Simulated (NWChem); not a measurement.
# UHF/6-31G(d,p) (spherical functions) run of GaHOF (SMILES [OH][Ga][F])

What is the vertical ionisation energy of GaHOF at UHF/6-31G** (spherical functions)? 

The calculation is run with NWChem 7.3.0.

2 further runs of the same task are left out: 1 that didn't finish, 1 set aside as unsound or not needed.

### 1 The system as given

GaHOF: 4 atoms, total charge 0, spin state doublet. As SMILES, `[OH][Ga][F]`. The shape is that of a PBE0-D4/def2-TZVP optimisation.

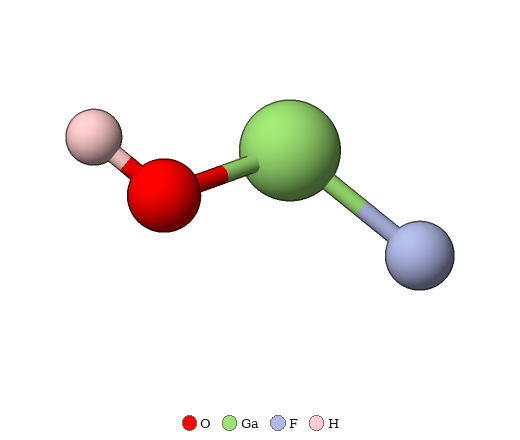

The structure, seen from a chosen angle (oxygen red, gallium green, fluorine light blue, hydrogen pink).

### 2 A single-point energy at UHF/6-31G(d,p) (spherical functions)

m1.nw reads:

```
start m1
memory total 2200 mb

geometry units angstrom noautosym nocenter noautoz
O     -0.928500     0.061200    -0.333300
Ga     0.802400     0.214300     0.117400
F      1.450100    -1.148000     1.023000
H     -1.268400     0.812300    -0.827400
end

basis spherical bse
* library 6-31G**
end

scf
doublet
uhf
thresh 1e-08
maxiter 80
print low
end

task scf energy
```

The run is started by

```
$ nwchem m1.nw > m1.out
```

The program printed:

```text
[...]
  functions       =    65
[...]
  wavefunction    = UHF
[...]
         Total SCF energy =  -2097.890378925887
      One electron energy =  -3291.668680208409
      Two electron energy =   1011.409420557630
 Nuclear repulsion energy =    182.368880724892
                       Sz =      0.5000
                 Sz(Sz+1) =      0.7500
                      S^2 =      0.7577
[...]
```

Run time: 17 s. Hardware: 1 thread of Intel Xeon Platinum 8488C (Sapphire Rapids), shared host; peak memory 0.097 GiB.

### 3 The singlet cation, same level

fgaho.xyz reads:

```xyz
4
FGaHO energy
O     -0.928500     0.061200    -0.333300
Ga     0.802400     0.214300     0.117400
F      1.450100    -1.148000     1.023000
H     -1.268400     0.812300    -0.827400
```

fgaho.nw reads:

```
start fgaho
title "FGaHO energy"
memory 2200 mb
charge 1

geometry units angstroms noautosym nocenter noautoz
 load fgaho.xyz
end

basis spherical bse
 O library 6-31G**
 Ga library 6-31G**
 F library 6-31G**
 H library 6-31G**
end

scf
 singlet
 rhf
 thresh 1e-08
 maxiter 80
 noprint "final vectors analysis"
end

task scf energy
```

The run is started by

```
$ nwchem fgaho.nw > fgaho.out
```

The program printed:

```text
[...]
  functions       =    65
[...]
  wavefunction    = RHF
[...]
         Total SCF energy =  -2097.545352624453
      One-electron energy =  -3276.591958778153
      Two-electron energy =    996.677725428808
 Nuclear repulsion energy =    182.368880724892
        Time for solution =     13.4s
[...]
```

It took 15 s on 1 thread of Intel Xeon Platinum 8488C (Sapphire Rapids), shared host; peak memory 0.097 GiB.

### 4 What came out

Level: UHF/6-31G** (spherical functions).

| quantity | value |
| --- | --- |
| doublet GaHOF: total energy | -2097.89038 Eh |
| doublet GaHOF: ⟨S²⟩ | 0.758 |
| singlet cation: total energy | -2097.54535 Eh |
| vertical ionisation energy (to the singlet cation) | 9.389 eV |

Removing an electron at fixed nuclei costs 9.39 eV (217 kcal/mol). Only the singlet of the ionised species was computed; a triplet could lie lower.
